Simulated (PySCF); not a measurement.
System: C₅H₁₃FSSi.

The calculation's input:

```
{"job": {"kind": "nmr", "xc": "PBE0", "basis": "pcSseg-1"}, "charge": 0, "multiplicity": 1}
C     -3.491189     0.019564     0.928390
Si    -1.952536    -0.676734     0.068624
C     -0.567871     0.632766     0.166810
C      0.806555     0.099245    -0.185088
C      0.935590    -0.300477    -1.642290
S      2.060545     1.409896     0.214127
C      3.482779     0.360942     0.597567
F      3.298624    -0.345475     1.750997
H     -3.829866     0.938516     0.458782
H     -3.300264     0.236887     1.975328
H     -4.310130    -0.691194     0.885437
H     -1.502448    -1.903402     0.740807
H     -2.265892    -0.987381    -1.333220
H     -0.530429     1.032254     1.182478
H     -0.794438     1.477567    -0.486557
H      1.061831    -0.736503     0.469979
H      0.277040    -1.139252    -1.855630
H      0.661204     0.533232    -2.284762
H      1.955322    -0.596498    -1.882138
H      4.345484     1.015512     0.735067
H      3.651171    -0.362521    -0.204598
```

Run with:

```sh
OMP_NUM_THREADS=1 python probes_run.py task.json out
```

Geometry: GFN2-xTB.

Computed with PBE0/pcSseg-1, SCF density, gas phase, non-relativistic (PySCF).

What can the converged electron density and electron localisation function tell about the bonding?

C–C (1.52 Å): ρ at the midpoint is about 1.7 e/Å³; the ELF peaks at about 0.95 between the atoms: a covalent bond.
C–H (1.09 Å): ρ at the midpoint is about 1.9 e/Å³; the ELF climbs to about 1 towards the hydrogen, as it does in any bond to H: a covalent bond by its length.

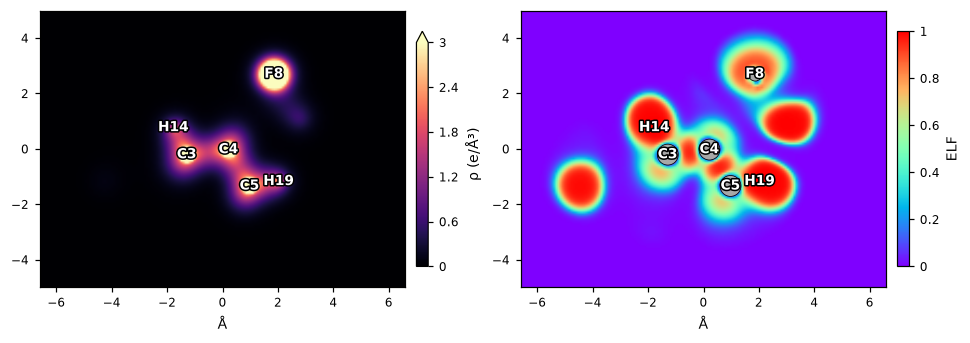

Computed electron density and electron localisation function on the plane of atoms C3, C4 and C5, in this order. Grey discs cover the atomic cores in the ELF map. 
